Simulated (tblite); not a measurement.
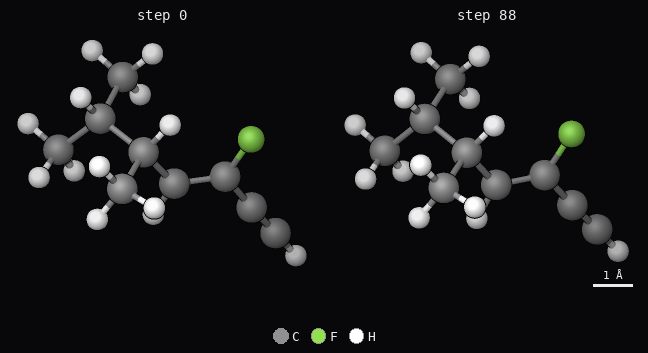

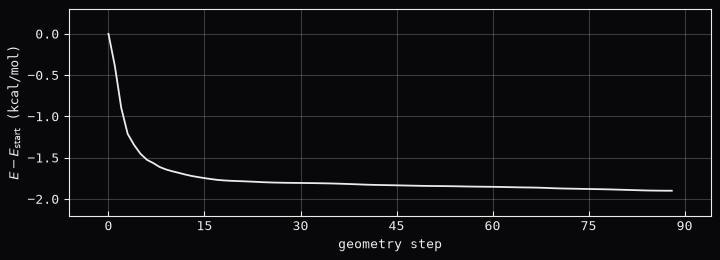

First and last geometry of a relaxation of C9H13F, with the history of the run. The picture is a ball-and-stick view, seen from a free direction.

All numbers below come from GFN2-xTB geometry optimisation, gas phase in tblite. 

Question: What do the curves and the structures tell?

Answer: It converged. Over 88 geometry steps the energy falls by 1.90 kcal/mol. The largest move after the best rigid fit is that of the F atom, 0.28 Å. By element the largest moves are F 0.28 Å, H 0.21 Å, C 0.14 Å. Among the contacts that change: C–F 1.337 → 1.359 Å, C–C 1.515 → 1.495 Å, C–C 1.347 → 1.331 Å, C–H 1.099 → 1.088 Å. Bond angles that change, for instance: C–C–F 119.1° → 114.2°, C–C–C 121.8° → 124.9°.
